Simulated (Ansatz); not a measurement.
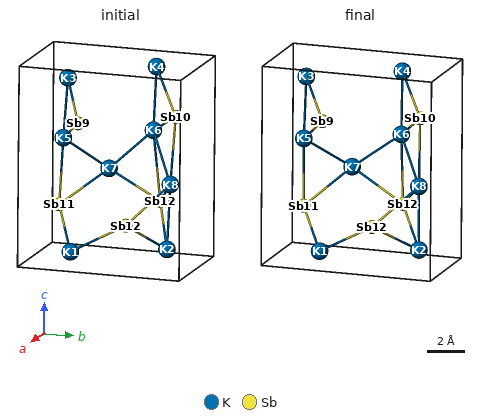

The structure of crystalline K2Sb (a generated structure, set up in P1) (coarse preliminary run) before (left) and after (right) a relaxation, at one scale.

A ball-and-stick model of the cell of the calculation, seen slightly off an axis.

All numbers below come from DFT PBE, scalar-relativistic, plane waves, PAW in Ansatz 0.2.0.

Input file:
```yaml
crystal:
  lattice:
    - [5.4121159687, -0.0598942706, -0.066301901]
    - [-0.1037399198, 9.4099072878, 0.0318200261]
    - [-0.1359370585, 0.0376661986, 11.3883878242]
  atoms:
    - { symbol: K, position: [0.978825952, 0.3220867197, 0.0963490811] }
    - { symbol: K, position: [0.5111106444, 0.8200942009, 0.0853243095] }
    - { symbol: K, position: [0.4948476117, 0.1949781954, 0.8945382683] }
    - { symbol: K, position: [0.0217116548, 0.6416270065, 0.9234166426] }
    - { symbol: K, position: [0.4994143997, 0.1703161238, 0.5944649546] }
    - { symbol: K, position: [0.0736046681, 0.6368606523, 0.612173097] }
    - { symbol: K, position: [1.0531551148, 0.360264734, 0.4000472034] }
    - { symbol: K, position: [0.5005273777, 0.8350551885, 0.408352946] }
    - { symbol: Sb, position: [0.92541318, 0.3511078773, 0.7313969458] }
    - { symbol: Sb, position: [0.4434133274, 0.8524848852, 0.7396774713] }
    - { symbol: Sb, position: [0.5025148909, 0.1491331307, 0.2617799237] }
    - { symbol: Sb, position: [-0.0045388217, 0.6659912856, 0.2524791568] }
basis:
  ecutwfc: 420
kpoints:
  mp_grid: { grid: [4, 4, 2] }
hamiltonian:
  xc: pbe
scf:
  occupations: { method: gaussian, width: 0.2 }
  lower_state_search: "off"
output:
  forces: true
  stress: true
  eigenvalues: true
relax:
  adjacent_minimum: "off"
  f_tol: 0.025
  max_steps: 60
  cell: { stress_tol: 0.25 }
```

Run as
```bash
ansatz run input.yaml --threads 1 --pin off --max-ram 2048MiB --backend cpu --events-out ev --progress --plain --runs-dir out
```

**Summarise the run.**

The run was cut off at its time limit before the relaxation converged, so the last structure is only a point on the way. Sb10 moves most relative to the cell: 0.36 Å in a general direction near +a. By element the largest moves are Sb 0.36 Å, K 0.33 Å. Cell: a 5.413 → 5.113 Å (−5.5 %), b 9.411 → 9.927 Å (+5.5 %), c 11.389 → 11.311 Å (−0.7 %), β 91.4° → 90.9°, γ 91.3° → 89.0°. Volume −1.0 %. Among the contacts that change: K6–Sb10 4.295 → 3.780 Å, K4–Sb10 4.245 → 3.738 Å, K6–Sb9 3.103 → 3.479 Å, K6–K8 4.282 → 3.912 Å. Bond angles that change, for instance: K3–Sb10–K6 144.5° → 133.9°, K2–Sb10–K8 167.7° → 178.3°, K5–Sb10–K6 112.9° → 103.2°. The space group stays P1 (No. 1). After 2 geometry steps the energy has fallen by 77.8 meV per atom. The largest force component goes from 0.58 to 0.15 eV/Å. The pressure goes from 0.60 to −0.03 GPa. Cost: 6 min on 1 thread of Arm Neoverse V1 (shared host), peak memory 1 GiB.
